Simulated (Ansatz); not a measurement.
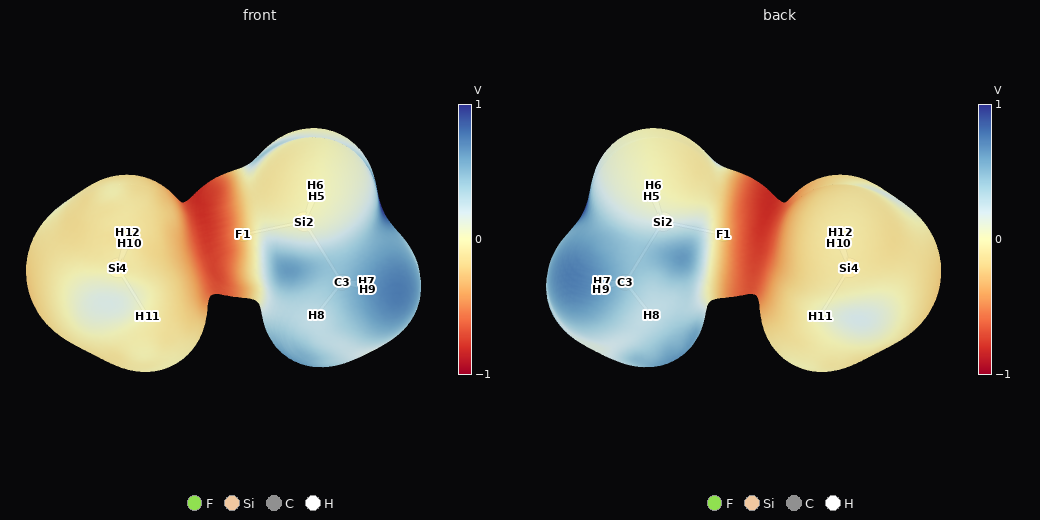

*CH5FSi···H3Si (doublet). The electrostatic potential painted on the density surface at 0.001 e/bohr³, seen from the front and from behind; the colour scale runs from red (negative) to blue (positive).*

The calculation used UKS PBE/6-31G* (Ansatz).

```yaml
atoms:
  - { symbol: F, position_ang: [-0.5841, 0.2545, -0.1926] }
  - { symbol: Si, position_ang: [-0.2430, 0.6041, 1.3678] }
  - { symbol: C, position_ang: [1.4587, -0.0710, 1.8176] }
  - { symbol: Si, position_ang: [-1.1827, -0.6416, -3.4326] }
  - { symbol: H, position_ang: [-1.3178, -0.0117, 2.2162] }
  - { symbol: H, position_ang: [-0.2960, 2.0970, 1.5191] }
  - { symbol: H, position_ang: [2.1413, 0.7370, 2.1284] }
  - { symbol: H, position_ang: [1.9134, -0.5775, 0.9487] }
  - { symbol: H, position_ang: [1.3944, -0.8059, 2.6368] }
  - { symbol: H, position_ang: [-0.8855, 0.8289, -3.4055] }
  - { symbol: H, position_ang: [0.0029, -1.4445, -2.9823] }
  - { symbol: H, position_ang: [-2.4017, -0.9693, -2.6216] }
```

Question: Which sites attract a positive test charge, and which a negative one?

Answer: A positive charge is drawn to the negative regions and a negative charge to the positive ones. The most negative region (about −0.8 V) lies over F1, the most positive (about +0.9 V) over Si2.
